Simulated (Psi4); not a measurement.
# quartet [OF2]+: levels of theory compared

Aim: a comparison of 4 runs (UHF/3-21G, UB3LYP/6-31G*, U-wB97X-V/cc-pVTZ, UTPSSh/cc-pVTZ) of quartet [OF2]+. 

The results are computed with Psi4 1.11.

1 further run of the same task is left out (it didn't finish).

### 1 Starting point

[OF2]+: 3 atoms, total charge +1, spin state quartet. As SMILES of the parent species, `F[O+]F`. Geometry: relaxed at PBE0-D4/def2-TZVP. That shape belongs to the parent species and isn't relaxed for this state.

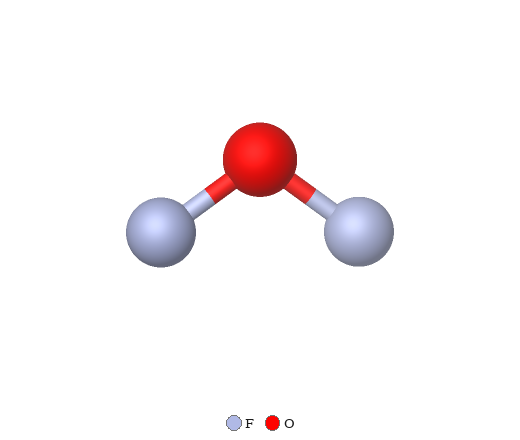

The structure, seen from a chosen angle (fluorine light blue, oxygen red).

### 2 The energy at UHF/3-21G (run 1)

calc.inp

```
memory 2200 MB

molecule m {
  1 4
  F
  O 1 1.297325
  F 2 1.297317 1 108.01616
  symmetry c1
}

set {
  basis 3-21G
  reference uhf
  puream true
  e_convergence 1e-09
  d_convergence 1e-08
  scf_type pk
  maxiter 100
}

e_tot, wfn = energy('scf', return_wfn=True)
oeprop(wfn, 'LOWDIN_CHARGES', 'QUADRUPOLE', 'MAYER_INDICES')
```

The run is started by

```console
$ psi4 calc.inp calc.out -n 1
```

calc.out:

```text
[...]
  Running in c1 symmetry.
[...]
  Nuclear repulsion =   79.155285640106115
[...]
  Multiplicity = 4
[...]
  Nalpha       = 14
  Nbeta        = 11
[...]
    Number of basis functions: 27
[...]
   @UHF iter   1:  -271.08610319460882    4.65216e-01   2.18905e-02 DIIS/ADIIS
[...]
   @UHF iter  24:  -271.26934793638696   -7.95808e-13   3.41795e-09 DIIS
[...]
   @S^2 Observed:                3.884114518E+00
[...]
    Orbital Energies [Eh]
    ---------------------
    Alpha Occupied:
       1A    -26.705319     2A    -26.705268     3A    -21.241450
       4A     -2.331424     5A     -2.132743     6A     -1.779077
       7A     -1.369546     8A     -1.357219     9A     -1.333904
      10A     -1.146700    11A     -1.144374    12A     -1.132950
      13A     -1.052921    14A     -0.819251
    Alpha Virtual:
      15A     -0.213638    16A      1.135645    17A      1.180178
      18A      1.301835    19A      1.679867    20A      1.765855
      21A      1.836763    22A      1.884606    23A      1.910127
      24A      2.060810    25A      2.266173    26A      3.262112
[...]
  @UHF Final Energy:  -271.26934793638696
   => Energetics <=
    Nuclear Repulsion Energy =             79.1552856401061149
    One-Electron Energy =                -525.0997330291055505
    Two-Electron Energy =                 174.6750994526124998
    Total Energy =                       -271.2693479363869073
  UHF NO Occupations:
  HONO-2 :   12  A 1.0000000
  HONO-1 :   13  A 1.0000000
[...]
 Multipole Moments:
 ------------------------------------------------------------------------------------
     Multipole            Electronic (a.u.)      Nuclear  (a.u.)        Total (a.u.)
 ------------------------------------------------------------------------------------
 L = 1.  Multiply by 2.5417464519 to convert [e a0] to [Debye]
 Dipole X            :         -0.0132091           -0.3468660           -0.3600751
 Dipole Y            :         -0.0097009           -0.2519404           -0.2616413
 Dipole Z            :          0.0000000            0.0000000            0.0000000
 Magnitude           :                                                    0.4450958
 L = 2.  Multiply by 1.3450342976 to convert [e a0^2] to [Debye ang]
 Quadrupole XX       :        -40.2630229           31.9892368           -8.2737861
 Quadrupole XY       :         28.2282023          -28.2052248            0.0229775
[...]
```

It took 1.5 s on 1 thread of Intel Xeon 6975P-C (Granite Rapids), shared host; peak memory 0.18 GiB.

### 3 The energy at UB3LYP/6-31G(d) (Cartesian functions) (run 2)

f2o.in

```
memory 2200 mb

molecule {
  1 4
  F      0.920200    -0.309010     0.473410
  O      0.000640     0.505210     0.055670
  F     -0.920840    -0.196190    -0.529090
  symmetry c1
}

set reference uks
set puream false
set e_convergence 1e-09
set d_convergence 1e-08
set scf_type pk
set dft_radial_points 99
set dft_spherical_points 590
set maxiter 100

energy_value, wavefunction = energy("b3lyp/6-31G*", return_wfn=True)
oeprop(wavefunction, "MAYER_INDICES", "QUADRUPOLE", "DIPOLE", title="B3LYP")
```

The run is started by

```console
$ psi4 -n 1 f2o.in f2o.out
```

f2o.out:

```text
[...]
  Running in c1 symmetry.
[...]
  Nuclear repulsion =   79.155290775448890
[...]
  Multiplicity = 4
[...]
  Nalpha       = 14
  Nbeta        = 11
[...]
    Number of basis functions: 45
[...]
   @UKS iter   1:  -273.86981049156066    6.58285e-01   6.83837e-03 DIIS/ADIIS
[...]
   @UKS iter  15:  -273.91011980964038   -5.68434e-13   8.68209e-09 DIIS
[...]
   @S^2 Observed:                3.764400775E+00
[...]
    Orbital Energies [Eh]
    ---------------------
    Alpha Occupied:
       1A    -25.209487     2A    -25.209460     3A    -19.800787
       4A     -1.839998     5A     -1.689526     6A     -1.362967
       7A     -1.079442     8A     -1.035923     9A     -1.015856
      10A     -0.882865    11A     -0.877815    12A     -0.863027
      13A     -0.762131    14A     -0.540874
    Alpha Virtual:
      15A     -0.398292    16A      0.349555    17A      0.374922
      18A      0.409231    19A      0.439572    20A      0.688029
      21A      0.718533    22A      0.767226    23A      0.795560
      24A      0.824738    25A      0.935088    26A      1.035722
[...]
  @UKS Final Energy:  -273.91011980964038
   => Energetics <=
    Nuclear Repulsion Energy =             79.1552907754488899
    One-Electron Energy =                -528.0022751956455522
    Two-Electron Energy =                 198.3499030668256751
    DFT Exchange-Correlation Energy =     -23.4130384562693372
    Empirical Dispersion Energy =           0.0000000000000000
    VV10 Nonlocal Energy =                  0.0000000000000000
    Total Energy =                       -273.9101198096403778
[...]
 Multipole Moments:
 ------------------------------------------------------------------------------------
     Multipole            Electronic (a.u.)      Nuclear  (a.u.)        Total (a.u.)
 ------------------------------------------------------------------------------------
 L = 1.  Multiply by 2.5417464519 to convert [e a0] to [Debye]
 Dipole X            :         -0.0117692            0.0231422            0.0113730
 Dipole Y            :         -0.2161140            0.4280823            0.2119683
 Dipole Z            :         -0.0000000            0.0000000           -0.0000000
 Magnitude           :                                                    0.2122732
 L = 2.  Multiply by 1.3450342976 to convert [e a0^2] to [Debye ang]
 Quadrupole XX       :        -77.7291134           70.6492869           -7.0798265
 Quadrupole XY       :          3.1375687           -3.1978944           -0.0603257
[...]
```

Wall time 9.9 s (1 thread of Intel Xeon 6975P-C (Granite Rapids), shared host); peak memory 0.41 GiB.

Run 3 isn't shown in full; the table further down has it.

### 4 A single-point energy at UTPSSh/cc-pVTZ (run 4)

f2o.json

```json
{
 "schema_name": "qcschema_input",
 "schema_version": 1,
 "molecule": {
  "schema_name": "qcschema_molecule",
  "schema_version": 2,
  "symbols": ["F", "O", "F"],
  "geometry": [1.73892598, -0.58394427, 0.89461524, 0.00120942, 0.95470854, 0.10520105, -1.7401354, -0.37074537, -0.9998352],
  "molecular_charge": 1,
  "molecular_multiplicity": 4,
  "fix_symmetry": "c1"
 },
 "driver": "energy",
 "model": {
  "method": "tpssh",
  "basis": "cc-pVTZ"
 },
 "keywords": {
  "reference": "uks",
  "puream": true,
  "e_convergence": 1e-09,
  "d_convergence": 1e-08,
  "scf_type": "pk",
  "dft_radial_points": 99,
  "dft_spherical_points": 590,
  "maxiter": 100,
  "scf_properties": ["QUADRUPOLE", "MULLIKEN_CHARGES", "LOWDIN_CHARGES"]
 }
}
```

The run is started by

```console
$ psi4 --qcschema f2o.json -n 1 --memory 2200MB
```

stdout, cut to the lines that bear on the results:

```text
[...]
  Running in c1 symmetry.
[...]
  Nuclear repulsion =   79.155290790406781
[...]
  Multiplicity = 4
[...]
  Nalpha       = 14
  Nbeta        = 11
[...]
    Number of basis functions: 90
[...]
   @UKS iter   1:  -273.99447392800874    6.72751e-01   3.28601e-03 ADIIS/DIIS
[...]
   @UKS iter  16:  -274.03158467600065   -2.27374e-13   6.87624e-09 DIIS
[...]
   @S^2 Observed:                3.763729777E+00
[...]
  @UKS Final Energy:  -274.03158467600065
   => Energetics <=
    Nuclear Repulsion Energy =             79.1552907904067808
    One-Electron Energy =                -528.2647275289873505
    Two-Electron Energy =                 201.3121000252018291
    DFT Exchange-Correlation Energy =     -26.2342479626218825
    Empirical Dispersion Energy =           0.0000000000000000
    VV10 Nonlocal Energy =                  0.0000000000000000
    Total Energy =                       -274.0315846760006480
[...]
 Multipole Moments:
 ------------------------------------------------------------------------------------
     Multipole            Electronic (a.u.)      Nuclear  (a.u.)        Total (a.u.)
 ------------------------------------------------------------------------------------
 L = 1.  Multiply by 2.5417464519 to convert [e a0] to [Debye]
 Dipole X            :         -0.0117691            0.0231422            0.0113731
 Dipole Y            :         -0.2157372            0.4280823            0.2123450
 Dipole Z            :         -0.0000000            0.0000000           -0.0000000
 Magnitude           :                                                    0.2126494
 L = 2.  Multiply by 1.3450342976 to convert [e a0^2] to [Debye ang]
 Quadrupole XX       :        -77.8977593           70.6492867           -7.2484726
 Quadrupole XY       :          3.1438761           -3.1978945           -0.0540184
[...]
  Mulliken Charges: (a.u.)
   Center  Symbol    Alpha    Beta     Spin     Total
       1     F     4.78129  3.94556  0.83572  0.27315
       2     O     4.43738  3.10898  1.32840  0.45364
       3     F     4.78133  3.94545  0.83588  0.27321
   Total alpha = 14.00000, Total beta = 11.00000, Total charge =  1.00000
  Lowdin Charges: (a.u.)
   Center  Symbol    Alpha    Beta     Spin     Total
       1     F     4.74208  3.91099  0.83110  0.34693
       2     O     4.51578  3.17813  1.33765  0.30608
       3     F     4.74213  3.91088  0.83126  0.34699
[...]
```

The result, in JSON:

```text
{
 "driver": "energy",
 "model": {
  "method": "tpssh",
  "basis": "cc-pVTZ"
 },
 "success": true,
 "return_result": -274.03158467600065,
 "properties": {
  "calcinfo_nbasis": 90,
  "calcinfo_nmo": 90,
  "calcinfo_nalpha": 14,
  "calcinfo_nbeta": 11,
  "calcinfo_natom": 3,
  "nuclear_repulsion_energy": 79.15529079040678,
  "return_energy": -274.03158467600065,
  "scf_one_electron_energy": -528.2647275289874,
  "scf_two_electron_energy": 201.31210002520183,
  "scf_xc_energy": -26.234247962621883,
  "scf_dipole_moment": [0.011373108431773943, 0.2123450235639103, -3.967259265284321e-15],
  "scf_total_energy": -274.03158467600065,
  "scf_iterations": 16
 }
}
```

It took 24 s on 1 thread of Intel Xeon 6975P-C (Granite Rapids), shared host; peak memory 1.3 GiB.

### 5 The series

| run | level | Cartesian functions | integration grid | energy (Eh) | HOMO energy (eV) | ⟨S²⟩ | wall time |
| --- | --- | --- | --- | --- | --- | --- | --- |
| 1 | UHF/3-21G | no | – | -271.269348 | -22.29 | 3.884 | 1.5 s |
| 2 | UB3LYP/6-31G* (Cartesian functions) | yes | 99 radial × 590 angular | -273.910120 | -14.72 | 3.764 | 9.9 s |
| 3 | U-wB97X-V/cc-pVTZ | no | 99 radial × 590 angular | -273.920074 | -17.55 | 3.769 | 32 s |
| 4 | UTPSSh/cc-pVTZ | no | 99 radial × 590 angular | -274.031585 | -13.97 | 3.764 | 24 s |

### 6 Results

```
                                 quantity          value
                      run 4: total energy  -274.03158 Eh
run 4: HOMO energy (highest over α and β)      -13.97 eV
                              run 4: ⟨S²⟩          3.764
```

Totals of different functionals can't be ranked against each other. Spin contamination of the reference: run 1 ⟨S²⟩ = 3.88. All runs together took 68 s, the longest 32 s.
